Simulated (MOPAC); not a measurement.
Geometry relaxation of C2H7AlBFO (part 2 of 2)

Continued. System: C2H7AlBFO. Method: PM6-DH2X, closed shell, dispersion DH2X, COSMO solvent methanol (MOPAC 23.2.5). The geometry: force field.

Geometry of the input (Å):
```
B  -0.0680  -2.3231  -0.6572
Al 0.3134  -0.2809  -0.4098
C  1.9754  0.2662  0.4749
F  2.1404  1.6534  0.5620
O  -0.8819  1.0062  -0.9990
C  -1.7846  1.3243  0.0530
H  -1.1003  -2.5974  -1.1847
H  0.6826  -3.0829  -0.3000
H  2.0406  -0.1478  1.5533
H  2.8756  -0.1096  -0.0718
H  -2.3926  0.4135  0.3576
H  -2.4744  2.0898  -0.2886
H  -1.3058  1.7535  0.9251
```

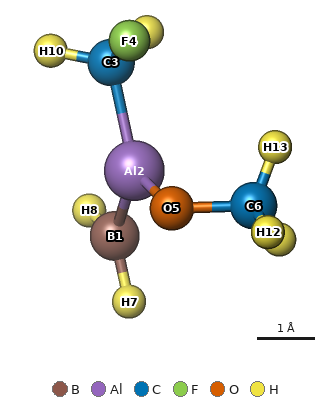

Figure 1. The geometry at step 5 of the log (ball-and-stick view, seen at an oblique angle; atoms are numbered from 1 in the order of the input).

### Trajectory as extended XYZ (Å, eV, eV/Å), 11 frames, from step=0 to step=10
```
13
Properties=species:S:1:pos:R:3:forces:R:3 step=0 energy=-3.99904
B    -0.0773   -2.2851   -0.6654    0.0995   1.1729   0.0759
Al    0.3002   -0.2964   -0.4192    0.2276  -0.1144   0.2852
C     1.9845    0.2748    0.4916   -0.4023  -0.3817  -0.4798
F     2.0714    1.6340    0.5347   -0.4202  -0.1926  -0.2147
O    -0.8553    0.9735   -0.9723    0.1871  -0.2336   0.3361
C    -1.7956    1.3131    0.0729    0.1693  -0.2130  -0.0742
H    -1.0967   -2.6147   -1.1812    0.1040   0.0111   0.0398
H     0.6996   -3.0993   -0.2836   -0.0351   0.1272  -0.0301
H     1.9999   -0.1046    1.5237   -0.0489  -0.0254   0.0235
H     2.8631   -0.1054   -0.0672   -0.1507   0.0407   0.0646
H    -2.3825    0.4279    0.3482   -0.1141   0.0873   0.0924
H    -2.4771    2.0924   -0.3161    0.2852  -0.2613  -0.2837
H    -1.2931    1.7559    0.9351    0.0987  -0.0172   0.1651
13
Properties=species:S:1:pos:R:3:forces:R:3 step=1 energy=-4.09078
B    -0.0757   -2.2532   -0.6628    0.0612  -0.1672   0.0359
Al    0.3040   -0.3064   -0.4083    0.2625   0.0558   0.2698
C     1.9777    0.2663    0.4818   -0.5553  -0.2555  -0.2954
F     1.9889    1.6266    0.4966   -0.2194  -0.0801  -0.1813
O    -0.8423    0.9540   -0.9467    0.0704   0.0387  -0.0849
C    -1.7911    1.3090    0.0732    0.1737  -0.1744   0.2232
H    -1.0963   -2.6171   -1.1817    0.3498   0.1955   0.1611
H     0.7017   -3.0991   -0.2824   -0.3544   0.5522  -0.1836
H     1.9762   -0.0947    1.5167    0.0550  -0.0559   0.1619
H     2.8548   -0.1035   -0.0630    0.0878   0.0319  -0.0373
H    -2.3873    0.4325    0.3545   -0.1327   0.0625   0.1034
H    -2.4610    2.0784   -0.3476    0.2539  -0.1834  -0.2115
H    -1.2862    1.7513    0.9434   -0.0524  -0.0200   0.0386
13
Properties=species:S:1:pos:R:3:forces:R:3 step=2 energy=-4.13828
B    -0.0742   -2.2361   -0.6605    0.0596  -0.5327   0.0466
Al    0.3101   -0.3083   -0.3947   -0.0174  -0.0411   0.0547
C     1.9667    0.2579    0.4728   -0.1972  -0.0235  -0.0784
F     1.9132    1.6198    0.4532   -0.0545  -0.1646  -0.1020
O    -0.8306    0.9419   -0.9367   -0.1655   0.1873   0.0269
C    -1.7852    1.3043    0.0863    0.1365  -0.1785  -0.2841
H    -1.0883   -2.6099   -1.1756    0.2379   0.1933   0.0987
H     0.6970   -3.0900   -0.2879   -0.3112   0.5351  -0.1629
H     1.9704   -0.0892    1.5147    0.1061   0.0010   0.1477
H     2.8548   -0.1013   -0.0663    0.0494   0.1019  -0.0010
H    -2.3941    0.4373    0.3632   -0.1017   0.0177   0.1069
H    -2.4421    2.0640   -0.3811    0.2520  -0.1796  -0.0227
H    -1.2856    1.7459    0.9483    0.0061   0.0837   0.1696
13
Properties=species:S:1:pos:R:3:forces:R:3 step=3 energy=-4.16274
B    -0.0727   -2.2316   -0.6581   -0.0097  -0.3577   0.0121
Al    0.3118   -0.3126   -0.3868   -0.2084  -0.0462  -0.0555
C     1.9590    0.2534    0.4681    0.0908   0.0653   0.0333
F     1.8628    1.6124    0.4182    0.0120  -0.1149  -0.0319
O    -0.8274    0.9398   -0.9278    0.0803   0.0300  -0.1796
C    -1.7793    1.2994    0.0811    0.0721  -0.1166   0.2379
H    -1.0799   -2.5988   -1.1695    0.0043   0.0944  -0.0189
H     0.6900   -3.0773   -0.2957   -0.0665   0.2541  -0.0429
H     1.9835   -0.0809    1.5155    0.0759   0.0420   0.1083
H     2.8563   -0.0920   -0.0685    0.0080   0.1041  -0.0002
H    -2.4007    0.4407    0.3733   -0.0093   0.0598   0.0406
H    -2.4223    2.0497   -0.4006    0.0684   0.0035  -0.0299
H    -1.2844    1.7486    0.9580   -0.1180  -0.0178  -0.0732
13
Properties=species:S:1:pos:R:3:forces:R:3 step=4 energy=-4.16901
B    -0.0724   -2.2347   -0.6572   -0.0998  -0.0948  -0.0297
Al    0.3088   -0.3166   -0.3862   -0.1533   0.0262  -0.0243
C     1.9579    0.2531    0.4671    0.0810   0.0018   0.1025
F     1.8497    1.6087    0.4048   -0.0176   0.0058  -0.0086
O    -0.8248    0.9403   -0.9320    0.0291  -0.0252   0.0293
C    -1.7761    1.2965    0.0873    0.0386  -0.0875  -0.1003
H    -1.0775   -2.5918   -1.1686   -0.1120   0.0195  -0.0751
H     0.6870   -3.0698   -0.2993    0.1189   0.0184   0.0455
H     2.0002   -0.0745    1.5191    0.0198   0.0621   0.0198
H     2.8567   -0.0810   -0.0687    0.0465   0.0395  -0.0488
H    -2.4029    0.4431    0.3782    0.0131   0.0200   0.0291
H    -2.4143    2.0457   -0.4079    0.0524  -0.0077   0.0352
H    -1.2889    1.7485    0.9585   -0.0167   0.0219   0.0254
13
Properties=species:S:1:pos:R:3:forces:R:3 step=5 energy=-4.17138
B    -0.0732   -2.2370   -0.6575   -0.1218   0.0216  -0.0405
Al    0.3058   -0.3162   -0.3863   -0.0149  -0.0741   0.0446
C     1.9584    0.2529    0.4684    0.0675   0.0116   0.0269
F     1.8443    1.6080    0.3999   -0.0255   0.0267  -0.0060
O    -0.8234    0.9398   -0.9324    0.0009   0.0135  -0.0046
C    -1.7743    1.2946    0.0859    0.0158  -0.0469  -0.0210
H    -1.0789   -2.5889   -1.1710   -0.1087  -0.0028  -0.0724
H     0.6879   -3.0672   -0.2989    0.1437  -0.0346   0.0577
H     2.0083   -0.0673    1.5211    0.0028   0.0369   0.0181
H     2.8585   -0.0750   -0.0722    0.0048   0.0247  -0.0250
H    -2.4032    0.4442    0.3809    0.0212   0.0066   0.0115
H    -2.4103    2.0444   -0.4080    0.0207   0.0141   0.0124
H    -1.2910    1.7497    0.9594   -0.0065   0.0026  -0.0015
13
Properties=species:S:1:pos:R:3:forces:R:3 step=6 energy=-4.17394
B    -0.0754   -2.2389   -0.6587   -0.1377  -0.0416  -0.0471
Al    0.3029   -0.3215   -0.3844    0.0753   0.0474   0.0847
C     1.9595    0.2528    0.4697    0.0014   0.0510  -0.0621
F     1.8341    1.6075    0.3929   -0.0246   0.0203  -0.0001
O    -0.8220    0.9403   -0.9337    0.0631  -0.0634   0.0298
C    -1.7719    1.2918    0.0848   -0.0076   0.0204   0.0256
H    -1.0828   -2.5856   -1.1766   -0.0568  -0.0119  -0.0466
H     0.6914   -3.0647   -0.2967    0.0959  -0.0252   0.0341
H     2.0179   -0.0559    1.5242   -0.0080   0.0052   0.0106
H     2.8602   -0.0661   -0.0775   -0.0286   0.0056   0.0029
H    -2.4030    0.4456    0.3847    0.0263  -0.0197  -0.0102
H    -2.4049    2.0433   -0.4085   -0.0161   0.0285  -0.0004
H    -1.2937    1.7509    0.9601    0.0175  -0.0166  -0.0211
13
Properties=species:S:1:pos:R:3:forces:R:3 step=7 energy=-4.17493
B    -0.0781   -2.2409   -0.6603   -0.0840  -0.0290  -0.0107
Al    0.3023   -0.3216   -0.3810    0.1044  -0.0733   0.0786
C     1.9602    0.2536    0.4693   -0.0172   0.0734  -0.0275
F     1.8261    1.6074    0.3890   -0.0160   0.0363  -0.0032
O    -0.8195    0.9383   -0.9329    0.0092  -0.0120   0.0187
C    -1.7706    1.2904    0.0845   -0.0123   0.0486   0.0272
H    -1.0863   -2.5841   -1.1818   -0.0115  -0.0148  -0.0251
H     0.6950   -3.0636   -0.2942    0.0180   0.0183  -0.0052
H     2.0223   -0.0486    1.5263   -0.0082  -0.0087  -0.0179
H     2.8602   -0.0604   -0.0803   -0.0158  -0.0091   0.0027
H    -2.4020    0.4459    0.3863    0.0180  -0.0334  -0.0181
H    -2.4024    2.0435   -0.4084   -0.0159   0.0172  -0.0077
H    -1.2944    1.7506    0.9599    0.0312  -0.0134  -0.0119
13
Properties=species:S:1:pos:R:3:forces:R:3 step=8 energy=-4.17560
B    -0.0808   -2.2427   -0.6615   -0.0494  -0.0658   0.0075
Al    0.3033   -0.3255   -0.3766    0.0580  -0.0456   0.0435
C     1.9605    0.2554    0.4689   -0.0138   0.0577  -0.0079
F     1.8181    1.6079    0.3855   -0.0075   0.0498  -0.0067
O    -0.8174    0.9362   -0.9310    0.0113  -0.0228   0.0300
C    -1.7699    1.2901    0.0847   -0.0014   0.0424   0.0132
H    -1.0892   -2.5837   -1.1867    0.0211  -0.0141  -0.0065
H     0.6979   -3.0623   -0.2927   -0.0392   0.0405  -0.0332
H     2.0243   -0.0437    1.5270    0.0008  -0.0095  -0.0250
H     2.8599   -0.0570   -0.0827   -0.0133  -0.0020   0.0094
H    -2.4008    0.4453    0.3867    0.0109  -0.0295  -0.0188
H    -2.4008    2.0440   -0.4087   -0.0087   0.0046  -0.0057
H    -1.2933    1.7498    0.9596    0.0312  -0.0057   0.0001
13
Properties=species:S:1:pos:R:3:forces:R:3 step=9 energy=-4.17677
B    -0.0847   -2.2459   -0.6627   -0.0148  -0.0602   0.0196
Al    0.3052   -0.3317   -0.3699   -0.0123  -0.0211   0.0018
C     1.9606    0.2584    0.4683   -0.0115   0.0486   0.0141
F     1.8059    1.6092    0.3792    0.0107   0.0435  -0.0016
O    -0.8139    0.9319   -0.9265    0.0053  -0.0133   0.0179
C    -1.7688    1.2900    0.0854    0.0117   0.0114   0.0022
H    -1.0919   -2.5836   -1.1930    0.0374  -0.0196   0.0052
H     0.7003   -3.0597   -0.2926   -0.0703   0.0181  -0.0459
H     2.0278   -0.0379    1.5269    0.0088   0.0012  -0.0187
H     2.8590   -0.0521   -0.0846    0.0065   0.0084   0.0036
H    -2.3990    0.4439    0.3864    0.0027  -0.0112  -0.0131
H    -2.3985    2.0444   -0.4100    0.0076  -0.0113   0.0011
H    -1.2905    1.7485    0.9595    0.0184   0.0055   0.0138
13
Properties=species:S:1:pos:R:3:forces:R:3 step=10 energy=-4.17680
B    -0.0847   -2.2460   -0.6628   -0.0142  -0.0585   0.0197
Al    0.3053   -0.3319   -0.3698   -0.0137  -0.0186   0.0006
C     1.9606    0.2585    0.4683   -0.0079   0.0483   0.0149
F     1.8058    1.6093    0.3791    0.0081   0.0438  -0.0024
O    -0.8139    0.9318   -0.9264    0.0046  -0.0126   0.0171
C    -1.7688    1.2900    0.0855    0.0127   0.0097   0.0027
H    -1.0920   -2.5837   -1.1931    0.0369  -0.0198   0.0051
H     0.7003   -3.0596   -0.2927   -0.0696   0.0162  -0.0455
H     2.0279   -0.0378    1.5269    0.0083   0.0006  -0.0183
H     2.8590   -0.0520   -0.0847    0.0066   0.0076   0.0036
H    -2.3990    0.4439    0.3864    0.0025  -0.0107  -0.0126
H    -2.3985    2.0444   -0.4100    0.0078  -0.0114   0.0014
H    -1.2904    1.7485    0.9595    0.0178   0.0055   0.0138
```

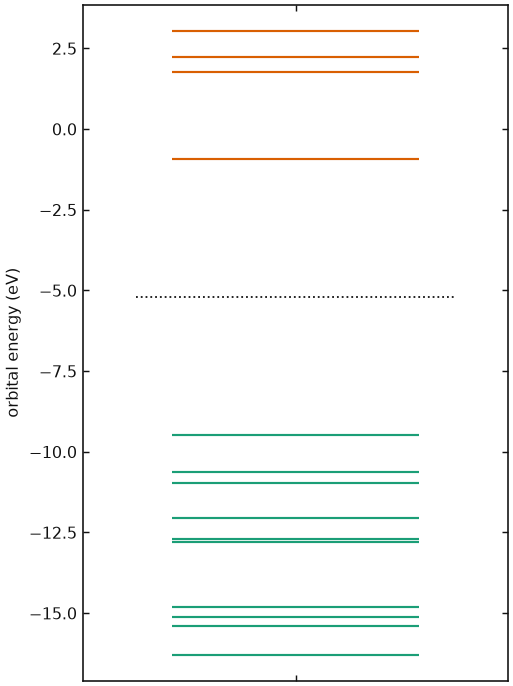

Figure 2. Orbital energies near the frontier; the dotted line parts filled from empty levels, and levels within 0.02 eV of each other stand side by side. Highest filled −9.49 eV, lowest empty −0.94 eV, 8.55 eV apart.
